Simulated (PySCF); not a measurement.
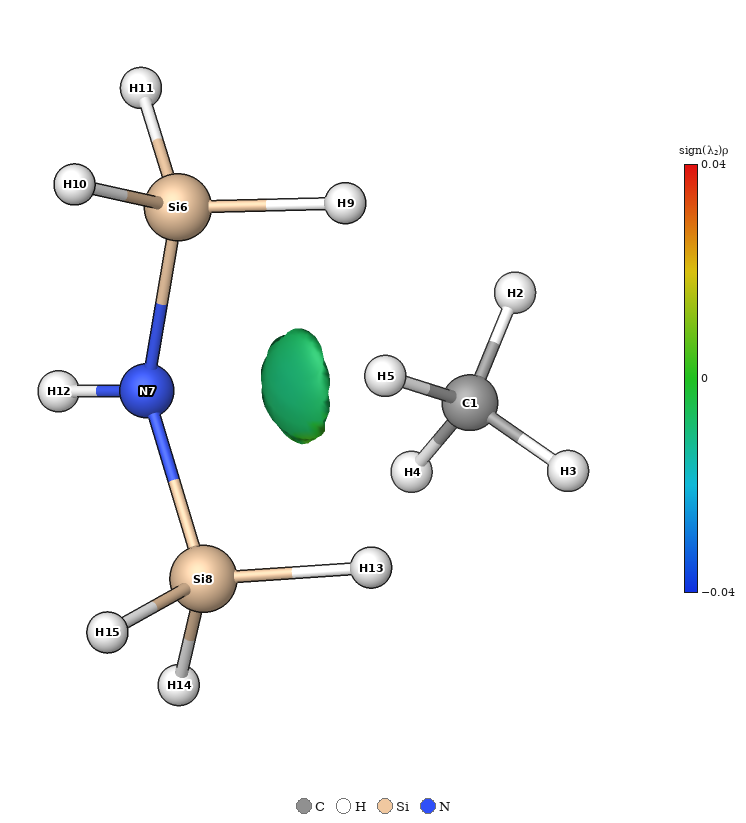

CH11NSi2, SMILES `C.[SiH3]N[SiH3]`. Non-covalent interaction surfaces between the fragments (reduced density gradient s = 0.6, coloured by sign(λ₂)ρ in a.u.; trimmed to the region between the fragments where ρ is under 0.06 a.u.). Fragment A: H4C (atoms 1–5); fragment B: Si2H7N.

Method: B3LYP/6-31G*; geometry: GFN2-xTB; program: PySCF.

Input script:

```python
import numpy as np
from pyscf import gto, scf, dft
from pyscf.scf import atom_ks, atom_hf
from scipy.linalg import block_diag
from pyscf.dispersion import dftd3

def solve(mol, dm0=None, hcore=None):
    mf = (dft.UKS if mol.spin else dft.RKS)(mol, xc='b3lyp')
    mf.grids.level = 3
    mf = mf.density_fit(auxbasis='def2-universal-jkfit')
    mf.conv_tol, mf.max_cycle = 1e-8, 80
    if hcore is not None:
        mf.get_hcore = lambda *args: hcore
    mf.kernel(dm0)
    if not mf.converged:
        mf = mf.newton().run(mf.mo_coeff, mf.mo_occ, max_cycle=30)
    assert mf.converged, 'SCF not converged'
    return mf

mol = gto.M(atom='''
C     -3.08558     0.72449    -0.04346
H     -3.40467     1.75703    -0.10419
H     -3.39637     0.19880    -0.93678
H     -3.53821     0.25777     0.82191
H     -2.00777     0.68012     0.04296
Si     1.31410     1.27974    -0.12262
N      0.50118    -0.08593     0.56697
Si     0.25001    -1.65975    -0.11490
H      0.81122     1.42176    -1.48617
H      2.77146     1.10148    -0.14226
H      0.95758     2.41872     0.72483
H      0.40713    -0.04914     1.56934
H     -0.25356    -1.45578    -1.47036
H     -0.72974    -2.31181     0.75426
H      1.49070    -2.44426    -0.15634
''', basis='6-31g*', charge=0, spin=0, verbose=4)
mol_a = gto.M(atom='''
C     -3.08558     0.72449    -0.04346
H     -3.40467     1.75703    -0.10419
H     -3.39637     0.19880    -0.93678
H     -3.53821     0.25777     0.82191
H     -2.00777     0.68012     0.04296
ghost-Si     1.31410     1.27974    -0.12262
ghost-N      0.50118    -0.08593     0.56697
ghost-Si     0.25001    -1.65975    -0.11490
ghost-H      0.81122     1.42176    -1.48617
ghost-H      2.77146     1.10148    -0.14226
ghost-H      0.95758     2.41872     0.72483
ghost-H      0.40713    -0.04914     1.56934
ghost-H     -0.25356    -1.45578    -1.47036
ghost-H     -0.72974    -2.31181     0.75426
ghost-H      1.49070    -2.44426    -0.15634
''', basis='6-31g*', charge=0, spin=0, verbose=4)
mol_b = gto.M(atom='''
ghost-C     -3.08558     0.72449    -0.04346
ghost-H     -3.40467     1.75703    -0.10419
ghost-H     -3.39637     0.19880    -0.93678
ghost-H     -3.53821     0.25777     0.82191
ghost-H     -2.00777     0.68012     0.04296
Si     1.31410     1.27974    -0.12262
N      0.50118    -0.08593     0.56697
Si     0.25001    -1.65975    -0.11490
H      0.81122     1.42176    -1.48617
H      2.77146     1.10148    -0.14226
H      0.95758     2.41872     0.72483
H      0.40713    -0.04914     1.56934
H     -0.25356    -1.45578    -1.47036
H     -0.72974    -2.31181     0.75426
H      1.49070    -2.44426    -0.15634
''', basis='6-31g*', charge=0, spin=0, verbose=4)
ab, a, b = solve(mol), solve(mol_a), solve(mol_b)
e_int = ab.e_tot - a.e_tot - b.e_tot
print('counterpoise-corrected interaction energy / kcal/mol', e_int * 627.5095)
def disp(atoms, charge):
    m = gto.M(atom=atoms, charge=charge, basis='sto-3g', spin=None, unit='Bohr', verbose=0)
    return dftd3.DFTD3Dispersion(m, xc='b3lyp', version='d3bj').get_dispersion()['energy']
e_disp = disp(mol._atom, mol.charge) - disp(mol._atom[:5], mol_a.charge) - disp(mol._atom[5:], mol_b.charge)
print('D3(BJ) part / kcal/mol', e_disp * 627.5095)
# spherically averaged free atoms, for the promolecule
atm = atom_ks.get_atm_nrks(mol, xc='b3lyp')
pro = block_diag(*[(atm[a[0]][2] * atm[a[0]][3]) @ atm[a[0]][2].T for a in mol._atom])
np.savez('result.npz', e_int=e_int, e_disp=e_disp, dm_a=a.make_rdm1(), dm_b=b.make_rdm1(), c=ab.mo_coeff, occ=ab.mo_occ, eps=ab.mo_energy, pro=pro, d=[f.dip_moment(verbose=0) for f in (ab, a, b)])
```

Launched as:

```sh
OMP_NUM_THREADS=1 python input.py
```

The run took 52 s on 1 thread of Arm Neoverse V1, with other jobs on the host, peak memory 0.44 GiB.

Partitions, critical points and surface values were worked out afterwards from this run's density.

Interpret the surfaces between the fragments.

Answer. Bond critical points between the fragments: H5···N7, weak C–H hydrogen bond, 2.67 Å, ρ = 0.009 a.u. It is weak and appears green, as weak hydrogen bonds do. The pose is a local one from a semi-empirical search, not shown to be the most stable.

How strongly are they bound?

Answer. The counterpoise-corrected interaction energy of the frozen fragments is +0.6 kcal/mol without dispersion correction and −1.3 kcal/mol with D3(BJ). The pair geometry is semi-empirical, not a minimum at this level.
